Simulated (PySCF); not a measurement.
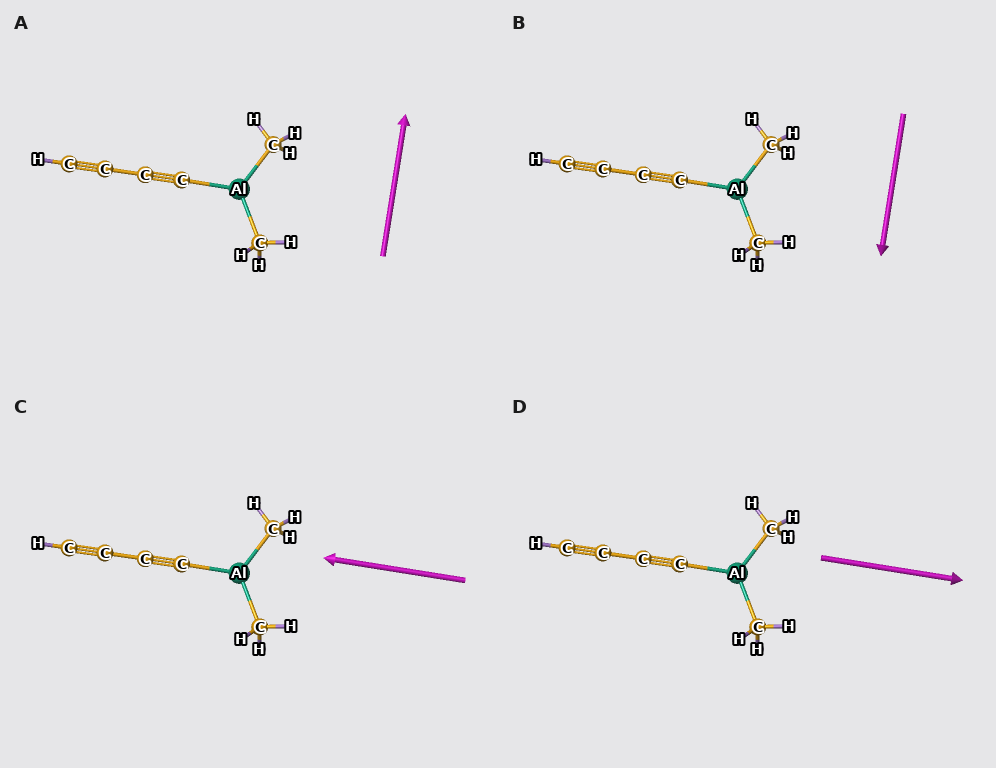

The same molecule four times, each with an arrow. The geometry was computed by an optimisation with GFN2-xTB. No frequency run is at hand to confirm it as a minimum. Level of theory: ωB97X-D/def2-SVPD, gas phase (PySCF 2.14.0).

### Which arrow points along the dipole moment, from the negative to the positive end?

D. The dipole moment is 0.49 D.

The geometry is semi-empirical. Around Al such bond lengths and angles can be off by a tenth of an ångström or more and by several degrees, and values that hang on the shape move with them.
